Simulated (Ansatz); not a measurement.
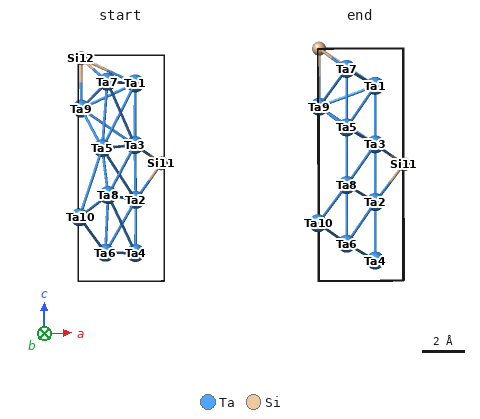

The structure of crystalline Ta$_{5}$Si (a generated structure, set up in P1) (coarse preliminary run) before (left) and after (right) a relaxation, at one scale.

A ball-and-stick model of the cell of the calculation, reduced to other axes, seen along the b axis. Lengths and directions refer to the drawn axes.

These are results of Ansatz, DFT PBE, scalar-relativistic, plane waves, PAW, not measurements. Set-up: plane-wave cutoff 420 eV; k-point mesh 6 × 6 × 2; occupations gaussian; smearing width 0.2 eV; no spin polarisation; cell and atoms relaxed; force threshold 0.025 eV/Å; at most 60 steps.

Question: Summarise the run.

Answer: The run was cut off at its time limit before the relaxation converged, so the last structure is only a point on the way. Over 5 geometry steps the energy falls by 8.297 eV per cell of the calculation. Largest force component: 7.3 eV/Å at the start, 0.27 eV/Å at the end. Pressure: 14.19 GPa at the start and −0.69 GPa at the end. Ta5 moves most relative to the cell: 0.84 Å along [1 −1 1]. Largest moves by element: Ta 0.84 Å, Si 0.33 Å. The volume changes by −0.5 %, with a 4.695 → 4.655 Å (−0.9 %), b 4.700 → 4.639 Å (−1.3 %), c 10.856 → 11.163 Å (+2.8 %), α 89.8° → 89.3°, β 89.8° → 89.6°, γ 61.5° → 60.4°. Among the contacts that change: Ta5–Ta10 4.226 → 5.344 Å, Ta5–Ta10 (another image) 4.198 → 5.292 Å, Ta2–Ta5 3.550 → 4.500 Å, Ta1–Ta5 4.237 → 3.339 Å. Within 0.06 Å the space group is P1 at the start and C2/m at the end; at a tighter tolerance small leftover displacements or strains of the cell lower it.
